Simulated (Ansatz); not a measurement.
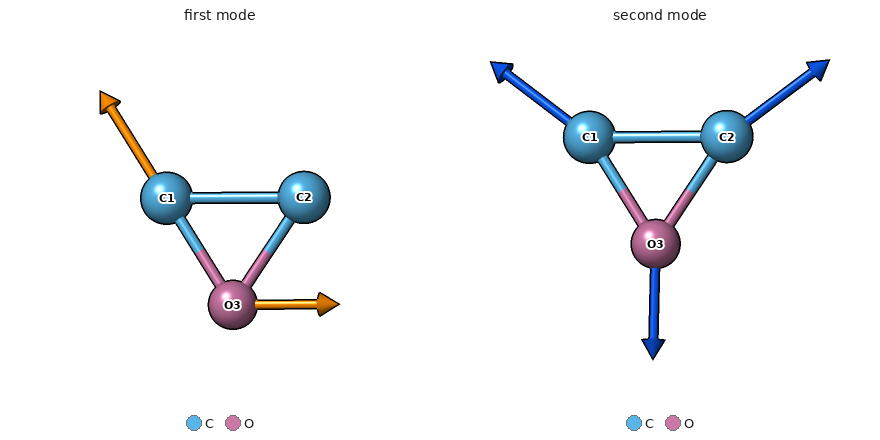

The system is C2O; the picture shows the reference structure; its two panels give the patterns of the first and the second mode as arrows. The first coordinate is: normal mode 1 (909 cm⁻¹); the second: normal mode 3 (1350 cm⁻¹). Nothing is relaxed (straight displacements along the two mass-weighted modes). Grid: 15 × 15 points; 120 points were computed and 105 follow by symmetry. Energies: kJ/mol, counted from the lowest grid point. All numbers below come from RKS PBE-D4/def2-TZVP in Ansatz 0.2.0.

Its coordinates:

| atom | x (Å) | y (Å) | z (Å) |
| --- | --- | --- | --- |
| C | 0.7001 | -0.3089 | 0.3532 |
| C | -0.2313 | 0.8095 | -0.0387 |
| O | -0.4688 | -0.5006 | -0.3145 |

Range: normal mode 1 (909 cm⁻¹) from −0.812 to 0.812 amu½·Å; normal mode 3 (1350 cm⁻¹) from −0.546 to 0.546 amu½·Å.

Q: Predict the map.

A: The lowest grid point is at normal mode 1 (909 cm⁻¹) = 0.000 amu½·Å, normal mode 3 (1350 cm⁻¹) = 0.000 amu½·Å. It is the only kind of minimum in the scanned range. The highest grid point, normal mode 1 (909 cm⁻¹) = −0.812 amu½·Å, normal mode 3 (1350 cm⁻¹) = −0.546 amu½·Å, lies 452 kJ/mol above the lowest.

```tsv
normal mode 3 (1350 cm⁻¹) ↓, normal mode 1 (909 cm⁻¹) →	−0.812	−0.696	−0.580	−0.464	−0.348	−0.232	−0.116	0.000	0.116	0.232	0.348	0.464	0.580	0.696	0.812
0.546	98	90	85	80	77	74	73	72	73	74	77	80	85	90	98
0.468	88	78	71	65	61	58	56	55	56	58	61	65	71	78	88
0.390	81	69	60	52	47	43	41	40	41	43	47	52	60	69	81
0.312	77	63	51	42	35	30	28	27	28	30	35	42	51	63	77
0.234	77	60	45	34	26	20	17	16	17	20	26	34	45	60	77
0.156	81	60	43	30	20	13	9	7	9	13	20	30	43	60	81
0.078	91	66	45	29	17	9	4	2	4	9	17	29	45	66	91
0.000	106	76	52	33	18	8	2	0	2	8	18	33	52	76	106
−0.078	127	92	63	41	23	11	4	2	4	11	23	41	63	92	127
−0.156	156	115	81	54	34	20	11	9	11	20	34	54	81	115	156
−0.234	194	145	105	74	50	33	24	20	24	33	50	74	105	145	194
−0.312	241	184	137	100	72	53	41	38	41	53	72	100	137	184	241
−0.390	298	232	178	135	102	80	66	62	66	80	102	135	178	232	298
−0.468	368	291	228	178	140	114	98	93	98	114	140	178	228	291	368
−0.546	452	363	290	232	188	157	139	133	139	157	188	232	290	363	452
```

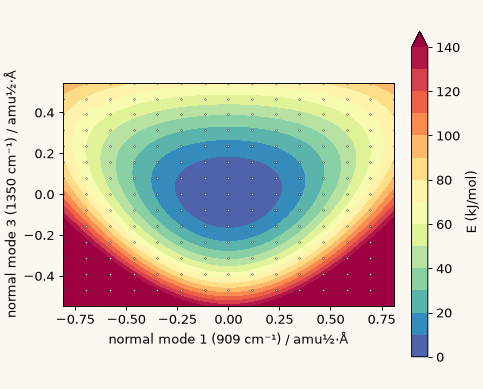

In the figure: filled contours, dots at the grid points, one colour for all values above the top of the scale. Between grid points the surface is interpolated.

Time for the 120 points that were run: 6 min on 1 thread of Arm Neoverse N1, with other jobs on the host.
